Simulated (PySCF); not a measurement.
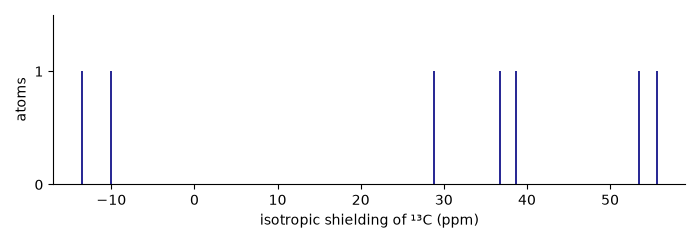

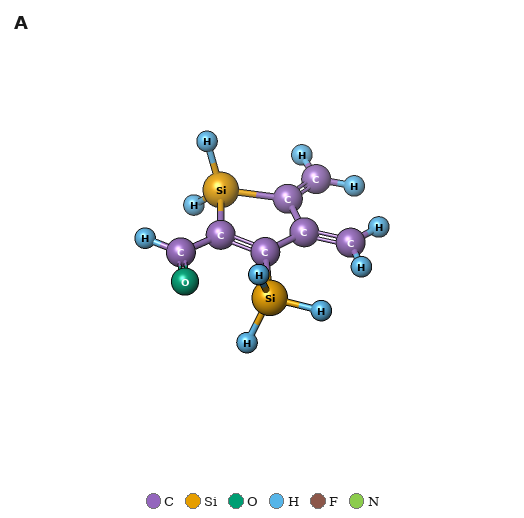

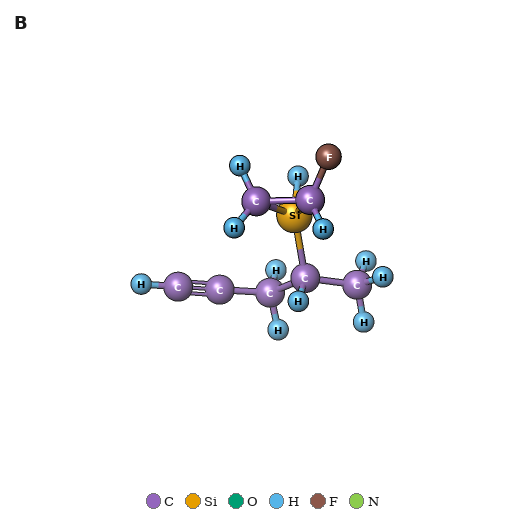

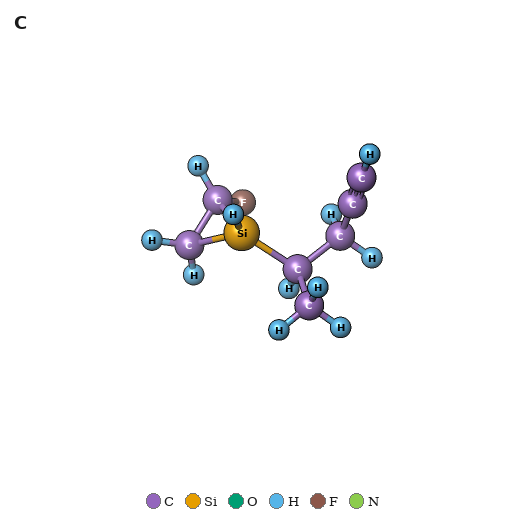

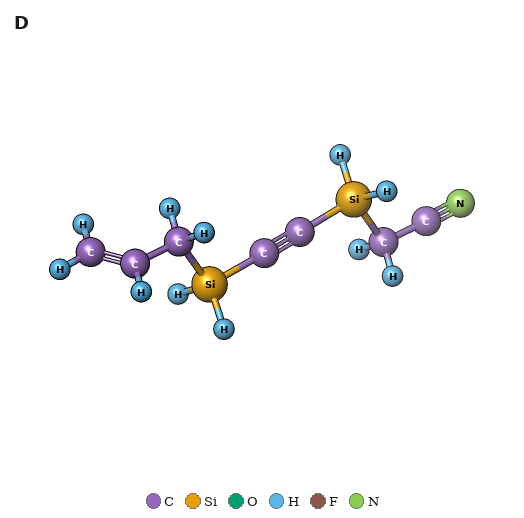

The sticks are computed shieldings of one of the molecules, for one fixed geometry (GFN2-xTB) without averaging over rotations. Low shielding means a high chemical shift. Method: GIAO PBE0/pcSseg-1 NMR shielding, non-relativistic, gas phase (PySCF 2.14.0).

Which molecule gives this pattern?

A, `C=C1[SiH2]C(C=O)=C([SiH3])C1=C`. Its 7 C atoms give lines at −13.5, −10.0, 28.8, 36.8, 38.6, 53.5, 55.6 ppm.

The geometry is semi-empirical. Around Si such bond lengths and angles can be off by a tenth of an ångström or more and by several degrees, and values that hang on the shape move with them.
